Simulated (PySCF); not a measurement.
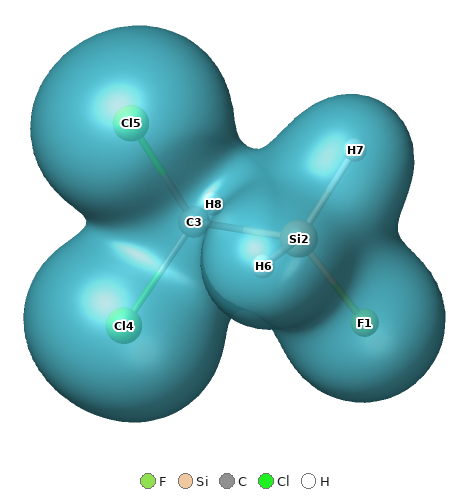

The picture shows: CH3Cl2FSi (SMILES F[SiH2]C(Cl)Cl). Isosurface of the electron density at 0.1 e/Å³ (cyan), seen at a tilt.

Geometry: PBE0-D3(BJ)/def2-SVP.

Method: CAM-B3LYP/def2-SVPD, SCF density, gas phase in PySCF 2.14.0.

```yaml
atoms:
  - { symbol: F, position_ang: [2.0325, -1.4225, -1.1525] }
  - { symbol: Si, position_ang: [1.0428, -0.3739, -0.4086] }
  - { symbol: C, position_ang: [-0.7480, -0.8187, -0.8382] }
  - { symbol: Cl, position_ang: [-1.1525, -2.4407, -0.2419] }
  - { symbol: Cl, position_ang: [-1.7411, 0.4553, -0.0677] }
  - { symbol: H, position_ang: [1.2093, -0.4993, 1.0587] }
  - { symbol: H, position_ang: [1.3275, 0.9878, -0.9291] }
  - { symbol: H, position_ang: [-0.9764, -0.7987, -1.9119] }
```

### What does this surface tell about the bonding?

At this value the surface is in one piece. It bridges the sampled Si–F (1.62 Å), C–Cl (1.77 Å), C–Si (1.89 Å) and C–H (1.10 Å) contacts, where the density stays above the isovalue. On the grid the lowest density along these lines, outside the cores, is 0.85 e/Å³ (Si–F, 1.62 Å), 1.2 e/Å³ (C–Cl, 1.77 Å), 0.8 e/Å³ (C–Si, 1.89 Å) and 1.9 e/Å³ (C–H, 1.10 Å).
